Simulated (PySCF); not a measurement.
[CrCl4]- (Cl$_{4}$Cr, charge −1, quartet).

Method: B3LYP/def2-SVPD; geometry: GFN2-xTB; program: PySCF. This is a single-reference result, which may miss multireference character in this system. No frequency check shows the geometry to be a minimum. For an anion such functionals hold the outermost electrons too loosely, so the response is rough. The stability of the open-shell solution wasn't checked. GFN2-xTB bond lengths at metals and heavier atoms can be off by up to 0.1 Å and shapes distorted, which carries into these values. GFN2-xTB doesn't know the spin state, so this open-shell geometry is rough.

Geometry (Å), atoms numbered from 1:

```
Cr1     -0.0000    0.0001    0.0004
Cl2     -1.5542    1.1227    1.0965
Cl3     -1.5542   -1.1228   -1.0968
Cl4      1.5543   -1.1228    1.0965
Cl5      1.5543    1.1227   -1.0968
```

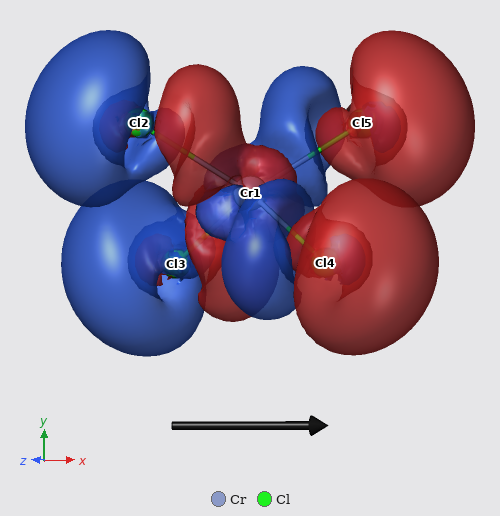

Change of the electron density in a uniform field of 0.15 V/Å along +x (arrow), surfaces at ±0.0008 e/Å³ (blue: gain, red: loss).

The field was applied in both directions; the picture shows the one opposite to the script's first.

Q: How large is the response?

A: The induced dipole is 0.92 D (along the field); α along this axis, from the fields in both directions, is 121 bohr³ (17.9 Å³).

Run time: 100 s on 1 thread of Arm Neoverse V2 (shared host), peak memory 0.71 GiB.
